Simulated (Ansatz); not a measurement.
**B3LYP/STO-3G run of BH2Br (SMILES BBr)**

Aim: the energy change on altering one bond length of BH2Br at B3LYP/STO-3G, from 2 runs. 

The results are computed with Ansatz 0.2.0.

61 further runs of the same task are left out: 2 that didn't finish, 59 set aside as unsound or not needed.

## Step 1: The structure to begin with

The species is BH2Br (4 atoms), meant as a singlet with charge 0. SMILES: `BBr`. The shape is that of a PBE0-D4/def2-TZVP optimisation.

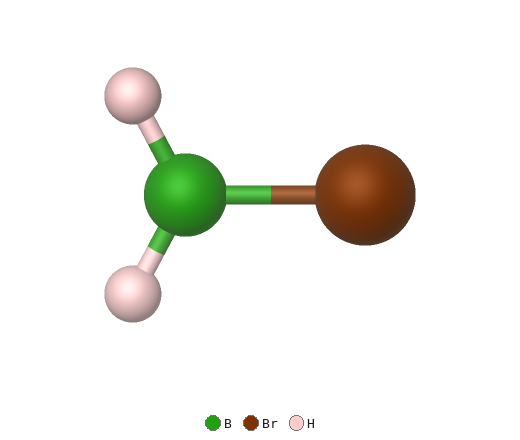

Viewed from a chosen angle; boron green, bromine brown, hydrogen pink.

## Step 2: A single-point energy at B3LYP/STO-3G

The input, run.yaml:

```yaml
crystal:
  periodic: [false, false, false]
  atoms:
    - symbol: B
      position_ang: [-0.153900, 0.025000, -0.096900]
    - symbol: Br
      position_ang: [1.470100, -0.363400, 0.790800]
    - symbol: H
      position_ang: [-1.111200, -0.617300, 0.191700]
    - symbol: H
      position_ang: [-0.149500, 0.895400, -0.905900]
basis:
  gaussian: {orbitals: STO-3G}
hamiltonian: {xc: {name: B3LYP}}
accuracy: high
```

Started as:

```console
$ ansatz run run.yaml --threads 1 --pin off --max-ram 2610MiB --events-out events.jsonl --progress --plain --runs-dir runs
```

Output:

```text
Warning: RAYON_NUM_THREADS=1 ignored (pool sized by the plan → 1); use --threads N
Functional definition: B3LYP
  name "B3LYP"
  parameter a0 = 0.2
  parameter ax = 0.72
  parameter ac = 0.81
  exchange = (1 - a0 - ax)*slater_x + ax*b88_x + a0*exact_x
  correlation = (1 - ac)*vwn_rpa_c + ac*lyp_c
344 factors; integrals over basis functions are off by at most 1.7e-8 eV
mean field evaluation 1: about -69980.3350 eV, gradient 1.2e1 eV
mean field evaluation 2: about -69979.9623 eV, gradient 1.6e1 eV
mean field evaluation 4: about -69980.8949 eV, gradient 9.7e-2 eV
mean field evaluation 8: about -69980.8631 eV, gradient 6.3e-5 eV
mean field -69980.86310826 eV, -2571.7492844958 hartree, gradient 2.1e-8 eV, S^2 0.000000; 0 other end points of the search recorded, 0 dependent functions left out
reference -69980.86313206 eV, -2571.7492853704 hartree; 21, 21 occupied and 4, 4 virtual orbitals, 344 factors
Total energy: -69980.86313206 eV, -2571.7492853704 hartree
```

Run time: 0.99 s. Hardware: 1 thread of Arm Neoverse V2, shared host; peak memory 0.089 GiB.

## Step 3: The distorted shape, same level

The input, run.yaml:

```yaml
crystal:
  periodic: [false, false, false]
  atoms:
    - {symbol: B, position_ang: [0.085439, 0.185584, -0.169054]}
    - {symbol: Br, position_ang: [1.709439, -0.202816, 0.718646]}
    - {symbol: H, position_ang: [-1.111200, -0.617300, 0.191700]}
    - {symbol: H, position_ang: [0.089839, 1.055984, -0.978054]}
basis:
  gaussian:
    orbitals: STO-3G
total_charge: 0
hamiltonian:
  xc: {name: B3LYP}
accuracy: high
```

Started as:

```console
$ ansatz run run.yaml --threads 1 --pin off --max-ram 2610MiB --events-out events.jsonl --progress --plain --runs-dir runs
```

Output, cut to the lines that bear on the results:

```text
Warning: RAYON_NUM_THREADS=1 ignored (pool sized by the plan → 1); use --threads N
[... 7 set-up lines as earlier in the session ...]
343 factors; integrals over basis functions are off by at most 1.7e-8 eV
mean field evaluation 1: about -69979.1776 eV, gradient 1.3e1 eV
mean field evaluation 2: about -69978.5133 eV, gradient 1.9e1 eV
mean field evaluation 4: about -69979.9111 eV, gradient 1.7e-1 eV
mean field evaluation 8: about -69979.8644 eV, gradient 3.1e-4 eV
mean field -69979.86435243 eV, -2571.7125808961 hartree, gradient 3.0e-9 eV, S^2 0.000000; 0 other end points of the search recorded, 0 dependent functions left out
reference -69979.86437667 eV, -2571.7125817869 hartree; 21, 21 occupied and 4, 4 virtual orbitals, 343 factors
Total energy: -69979.86437667 eV, -2571.7125817869 hartree
```

It took 0.88 s on 1 thread of Arm Neoverse V2, shared host; peak memory 0.089 GiB.

## Step 4: Results

Level: B3LYP/STO-3G.

| quantity | value |
| --- | --- |
| first shape: total energy | -2571.74929 Eh |
| distorted shape: total energy | -2571.71258 Eh |
| energy change with the B1–H3 bond stretched from 1.188 to 1.486 Å | 0.999 eV |

**Reading.** With the B1–H3 bond stretched from 1.188 to 1.486 Å the energy rises by 1.00 eV (96.4 kJ/mol). The first shape isn't relaxed at this level, so the change isn't measured from a minimum. The minimal basis adds a large error of its own.
